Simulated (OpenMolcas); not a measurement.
**C2H5AlN2 (SMILES C#[C][Al]([NH2])[NH2]) at 6 levels**

Wanted: a comparison of 6 runs (HF/def2-SVP, B3LYP/def2-SVP, BHLYP/def2-SVP, PBE/def2-SVP, TPSS/def2-SVP, MP2/def2-SVP) of C2H5AlN2. 

The results are computed with OpenMolcas 26.06.

1 further run of the same task is left out (set aside as unsound or not needed).

**1. The system as given**

The species is C2H5AlN2 (10 atoms), meant as a singlet with charge 0. SMILES: `C#[C][Al]([NH2])[NH2]`. Geometry: relaxed at PBE0-D4/def2-TZVP.

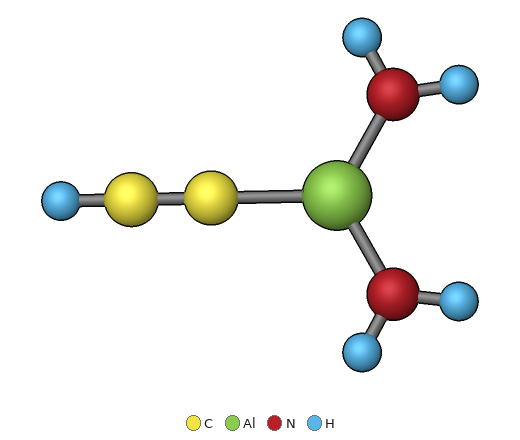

The structure, seen from a chosen angle (carbon yellow, aluminium green, nitrogen red, hydrogen blue).

**2. Energy and gradient at HF/def2-SVP (run 1)**

File test.inp:

```
&GATEWAY
BasLib=$CurrDir
Coord
10
angstrom
C       -2.368100       1.221100       0.873300
C       -1.345900       0.693600       0.497800
Al       0.265700      -0.138000      -0.094200
N        0.247600      -1.861100      -0.467000
N        1.722400       0.842900      -0.249900
H       -3.269100       1.686000       1.204200
H        1.027400      -2.410800      -0.785900
H       -0.574800      -2.435200      -0.383700
H        1.750000       1.827100      -0.041300
H        2.627700       0.523400      -0.550300
Basis=def2-SVP
Group=NoSym
&SEWARD
&SCF
Thresholds=1e-10 1e-07 1e-07 1e-05
PrOrbitals=0
&ALASKA
```

The basis set def2-SVP is read from a file made from the Basis Set Exchange's data (not shown).

Started as:

```bash
export MOLCAS_MEM=1860
pymolcas test.inp > test.log
```

Log:

```text
--- Start Module: gateway ---
[...]
--- Stop Module: gateway /rc=_RC_ALL_IS_WELL_ ---
[...]
      Basis functions           99
[...]
--- Start Module: scf ---
[...]
       Convergence after  14 Iterations
[...]
::    Total SCF energy                               -429.2802382923
[...]
      Total spin, S                                     0.0000000000
[...]
      Total electronic charge=   44.000000
      Total            charge=   -0.000000
[...]
      Dipole Moment (debye):
      Origin of the operator (angstrom)=   -0.0981    0.0497    0.0394
                   X=  6.5909E-01               Y= -3.4010E-01               Z= -2.4263E-01           Total=  7.8035E-01
      Quadrupole Moment (debye*angstrom):
[...]
--- Stop Module: scf /rc=_RC_ALL_IS_WELL_ ---
[...]
--- Start Module: alaska ---
[...]
 *              Molecular gradients               *
 **************************************************
  Irreducible representation: a
 ------------------------------------------------------------------------------------------
                              X                       Y                       Z
 ------------------------------------------------------------------------------------------
  C1               -1.38678983719469E-02    7.16036569763201E-03    5.09982011301791E-03
  C2                2.07483959962942E-02   -1.07048610259941E-02   -7.62531749408546E-03
  AL3              -5.16009291785979E-03    2.65624573236029E-03    1.89591053396604E-03
  N4                1.40520211537598E-04    5.16938100003017E-03    1.10171003063764E-03
  N5               -4.31464148238980E-03   -3.05687931844911E-03    4.29046566457258E-04
  H6                6.18059414825289E-05   -3.40635088038610E-05   -2.56498525397220E-05
  H7                4.34745264869552E-03   -1.62568914377825E-03   -1.46468266649569E-03
  H8               -4.45759977880922E-03   -1.39570859323701E-03    8.26199505745362E-04
[...]
--- Stop Module: alaska /rc=_RC_ALL_IS_WELL_ ---
[...]
```

Run time: 8.1 s. Hardware: 1 thread of Intel Xeon 6975P-C (Granite Rapids), shared host; peak memory 0.55 GiB.

**3. Energy and forces at B3LYP/def2-SVP (run 2)**

File input.xyz:

```xyz
10

C     -2.368100     1.221100     0.873300
C     -1.345900     0.693600     0.497800
Al     0.265700    -0.138000    -0.094200
N      0.247600    -1.861100    -0.467000
N      1.722400     0.842900    -0.249900
H     -3.269100     1.686000     1.204200
H      1.027400    -2.410800    -0.785900
H     -0.574800    -2.435200    -0.383700
H      1.750000     1.827100    -0.041300
H      2.627700     0.523400    -0.550300
```

File run.input:

```
&GATEWAY
  BasLib=$CurrDir
  Coord=input.xyz
  Basis=def2-SVP
  Group=NoSym

&SEWARD
  GridInput
  Grid=UltraFine
  End of Grid

&SCF
  KSDFT=B3LYP
  Thresholds=1e-10 1e-07 1e-07 1e-05
  PrOrbitals=1 2

&ALASKA
```

The basis set def2-SVP is read from a file made from the Basis Set Exchange's data (not shown).

Started as:

```bash
export MOLCAS_MEM=1860
pymolcas run.input > run.log
```

Log:

```text
--- Start Module: gateway ---
[...]
--- Stop Module: gateway /rc=_RC_ALL_IS_WELL_ ---
[...]
      Basis functions           99
[...]
--- Start Module: scf ---
[...]
       Convergence after  15 Iterations
[...]
::    Total KS-DFT energy                            -430.9804219109
[...]
      Total spin, S                                     0.0000000000
[...]
      Total electronic charge=   44.000000
      Total            charge=   -0.000000
[...]
      Dipole Moment (debye):
      Origin of the operator (angstrom)=   -0.0981    0.0497    0.0394
                   X=  9.0129E-01               Y= -4.6505E-01               Z= -3.3157E-01           Total=  1.0670E+00
      Quadrupole Moment (debye*angstrom):
[...]
--- Stop Module: scf /rc=_RC_ALL_IS_WELL_ ---
[...]
--- Start Module: alaska ---
[...]
 *              Molecular gradients               *
 **************************************************
  Irreducible representation: a
 ------------------------------------------------------------------------------------------
                              X                       Y                       Z
 ------------------------------------------------------------------------------------------
  C1                1.42813249231430E-02   -7.36676354112387E-03   -5.24219046066188E-03
  C2               -1.68169386820594E-02    8.68021711089373E-03    6.17448959243028E-03
  AL3               1.89058617210908E-03   -9.81121400001367E-04   -6.93748207706818E-04
  N4               -5.86973811708413E-04   -4.46183042014781E-03   -8.27316805299017E-04
  N5                3.48059450829741E-03    2.93459341575364E-03   -2.42719272638525E-04
  H6                5.74747402868514E-03   -2.96744653158187E-03   -2.11318014196649E-03
  H7               -5.72869719806945E-03    4.99863195462025E-03    2.55135346234581E-03
  H8                6.10611139900197E-03    5.07172899759567E-03   -4.42144838192104E-04
[...]
--- Stop Module: alaska /rc=_RC_ALL_IS_WELL_ ---
[...]
```

Run time: 29 s. Hardware: 1 thread of Intel Xeon 6975P-C (Granite Rapids), shared host; peak memory 0.55 GiB.

Run 3 isn't shown in full; the table further down has it.

**4. Energy and forces at PBE/def2-SVP (run 4)**

File test.inp:

```
&GATEWAY
 BasLib=$CurrDir
 Coord
 10
 bohr
 C     -4.47506044     2.30754457     1.65029782
 C     -2.54338239     1.31071404     0.94070566
 Al     0.50210023    -0.26078221    -0.17801220
 N      0.46789619    -3.51696929    -0.88250210
 N      3.25486428     1.59285015    -0.47224256
 H     -6.17770367     3.18607825     2.27560820
 H      1.94150462    -4.55575174    -1.48513576
 H     -1.08621458    -4.60186106    -0.72508791
 H      3.30702072     3.45271860    -0.07804569
 H      4.96563334     0.98908265    -1.03991629
 Basis=def2-SVP
 Group=NoSym

&SEWARD
 GridInput
 Grid=UltraFine
 End of Grid

&SCF
 KSDFT=PBE
 Thresholds=1e-10 1e-07 1e-07 1e-05
 PrOrbitals=1 1

&ALASKA
```

The basis set def2-SVP is read from a file made from the Basis Set Exchange's data (not shown).

Started as:

```bash
export MOLCAS_MEM=1860
pymolcas test.inp > test.log
```

Log:

```text
--- Start Module: gateway ---
[...]
--- Stop Module: gateway /rc=_RC_ALL_IS_WELL_ ---
[...]
      Basis functions           99
[...]
--- Start Module: scf ---
[...]
       Convergence after  17 Iterations
[...]
::    Total KS-DFT energy                            -430.5763314912
[...]
      Total spin, S                                     0.0000000000
[...]
      Total electronic charge=   44.000000
      Total            charge=   -0.000000
[...]
      Dipole Moment (debye):
      Origin of the operator (angstrom)=   -0.0981    0.0497    0.0394
                   X=  9.8311E-01               Y= -5.0725E-01               Z= -3.6161E-01           Total=  1.1639E+00
      Quadrupole Moment (debye*angstrom):
[...]
--- Stop Module: scf /rc=_RC_ALL_IS_WELL_ ---
[...]
--- Start Module: alaska ---
[...]
 *              Molecular gradients               *
 **************************************************
  Irreducible representation: a
 ------------------------------------------------------------------------------------------
                              X                       Y                       Z
 ------------------------------------------------------------------------------------------
  C1                2.75853237485659E-02   -1.42327334721140E-02   -1.01300705738661E-02
  C2               -3.34663764854153E-02    1.72719603660366E-02    1.22906852757149E-02
  AL3               4.32796573877292E-03   -2.23827400932408E-03   -1.58905767322082E-03
  N4               -9.09540794526209E-04   -6.10349271225985E-03   -1.10690294033589E-03
  N5                4.69941122830342E-03    4.11592493262791E-03   -2.94547791819699E-04
  H6                1.04604286289591E-02   -5.39913984277796E-03   -3.84387332267622E-03
  H7               -1.02040347416104E-02    8.03483662378657E-03    4.35570561881726E-03
  H8                1.08516015802644E-02    8.05102880113440E-03   -9.95720668241329E-04
[...]
--- Stop Module: alaska /rc=_RC_ALL_IS_WELL_ ---
[...]
```

It took 31 s on 1 thread of Intel Xeon 6975P-C (Granite Rapids), shared host; peak memory 0.55 GiB.

Run 5 isn't shown in full; the table further down has it.

**5. The energy at MP2/def2-SVP (run 6)**

File run.input:

```
* C2H5AlN2 MP2

&GATEWAY
 BASLIB
 $CurrDir
 BASISSET
 C.def2-SVP....
 C1 -2.368100 1.221100 0.873300 angstrom
 C2 -1.345900 0.693600 0.497800 angstrom
 End of Basis
 BASISSET
 Al.def2-SVP....
 Al3 0.265700 -0.138000 -0.094200 angstrom
 End of Basis
 BASISSET
 N.def2-SVP....
 N4 0.247600 -1.861100 -0.467000 angstrom
 N5 1.722400 0.842900 -0.249900 angstrom
 End of Basis
 BASISSET
 H.def2-SVP....
 H6 -3.269100 1.686000 1.204200 angstrom
 H7 1.027400 -2.410800 -0.785900 angstrom
 H8 -0.574800 -2.435200 -0.383700 angstrom
 H9 1.750000 1.827100 -0.041300 angstrom
 H10 2.627700 0.523400 -0.550300 angstrom
 End of Basis

&SEWARD

&SCF
 THRESHOLDS
 1e-10 1e-07 1e-07 1e-05
 PRORBITALS
 1 2

&MBPT2
 FROZEN
 9
```

The basis set def2-SVP is read from a file made from the Basis Set Exchange's data (not shown).

Started as:

```bash
export MOLCAS_MEM=1860
pymolcas run.input > run.log
```

Log:

```text
--- Start Module: gateway ---
[...]
--- Stop Module: gateway /rc=_RC_ALL_IS_WELL_ ---
[...]
      Basis functions           99
[...]
--- Start Module: scf ---
[...]
       Convergence after  14 Iterations
[...]
::    Total SCF energy                               -429.2802382923
[...]
      Total spin, S                                     0.0000000000
[...]
      Total electronic charge=   44.000000
      Total            charge=   -0.000000
[...]
      Dipole Moment (debye):
      Origin of the operator (angstrom)=   -0.0981    0.0497    0.0394
                   X=  6.5909E-01               Y= -3.4010E-01               Z= -2.4263E-01           Total=  7.8035E-01
      Quadrupole Moment (debye*angstrom):
[...]
--- Stop Module: scf /rc=_RC_ALL_IS_WELL_ ---
[...]
--- Start Module: mbpt2 ---
[...]
WARNING!
Default frozen orbitals as non valence orbitals is overwritten by user input.
Default values:   6
[...]
       Reference weight ( Cref**2 )         =        0.81276
::    Total MBPT2 energy                             -429.9267917244
[...]
      Total MBPT2 calculations                           0.30      0.33
--- Stop Module: mbpt2 /rc=_RC_ALL_IS_WELL_ ---
[...]
```

Run time: 7.2 s. Hardware: 1 thread of Intel Xeon 6975P-C (Granite Rapids), shared host; peak memory 0.55 GiB.

**6. The series**

```
run           level  integration grid      task  energy (Eh)  dipole moment (D) of the reference  HOMO energy (eV)  LUMO energy (eV)  wall time
  1     HF/def2-SVP                 –  gradient  -429.280238                                0.78            -10.32              3.32      8.1 s
  2  B3LYP/def2-SVP         UltraFine  gradient  -430.980422                                1.07             -6.40             -0.06       29 s
  3  BHLYP/def2-SVP         UltraFine  gradient  -430.846788                                0.94             -8.05              1.05       27 s
  4    PBE/def2-SVP         UltraFine  gradient  -430.576331                                1.16             -5.23             -0.73       31 s
  5   TPSS/def2-SVP         UltraFine  gradient  -431.001890                                1.12             -5.32             -0.57       37 s
  6    MP2/def2-SVP                 –    energy  -429.926792                                0.78            -10.32              3.32      7.2 s
```

**7. Outcome**

| quantity | value |
| --- | --- |
| run 6: total energy | -429.92679 Eh |
| run 6: dipole moment (mean-field density) | 0.78 D |
| run 6: HOMO energy (Hartree–Fock orbitals) | -10.32 eV |
| run 6: LUMO energy (Hartree–Fock orbitals) | 3.32 eV |
| run 6: HOMO–LUMO gap (Hartree–Fock orbitals) | 13.64 eV |
| run 6: correlation energy (9 core orbitals frozen) | -646.6 mEh |

What this shows: Over runs 1, 2, 3, 4, 5 the dipole moment (its size) runs from 0.78 D (HF/def2-SVP) to 1.16 D (PBE/def2-SVP). Over runs 1, 2, 3, 4, 5 the HOMO–LUMO gap runs from 4.50 eV (PBE/def2-SVP) to 13.64 eV (HF/def2-SVP). Exact exchange widens orbital gaps. Totals of different functionals can't be ranked against each other. All runs together took 2.3 min, the longest 37 s.
